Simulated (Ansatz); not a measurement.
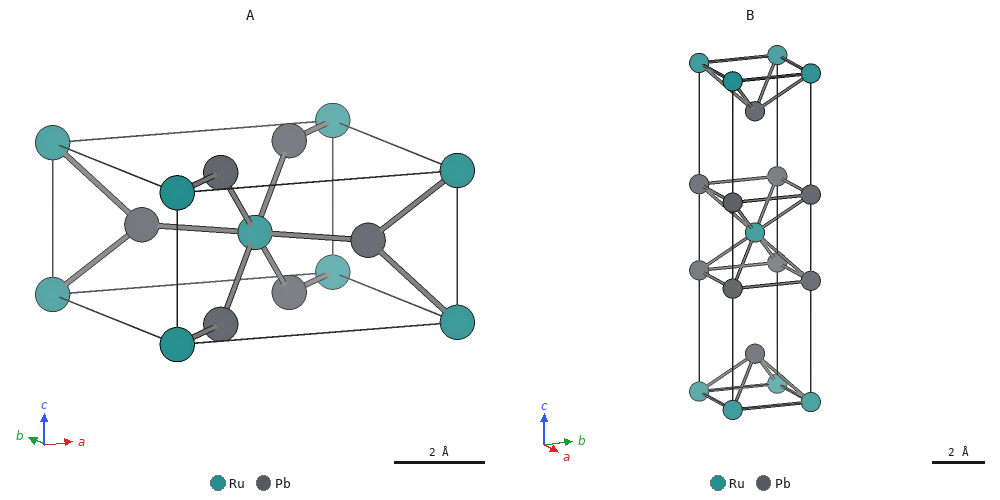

Two structures of RuPb₂, each relaxed to rest (conventional cells in solid outline, small ones repeated, not to one scale). Method: DFT PBE, scalar-relativistic, plane waves, PAW (Ansatz), without spin polarisation.

### Give the type and space group of each.

A: 6 atoms a cell on a primitive tetragonal lattice, P4_2/mnm. B: 6 atoms a cell on a body-centred tetragonal lattice, I4/mmm.

### Which of the two does the method prefer?

A is lower, by 40 meV/atom at this level of theory (energies at zero smearing). Volumes: A 26.8, B 24.2 Å³/atom.

One or both may be structure types tried for this composition rather than known phases.
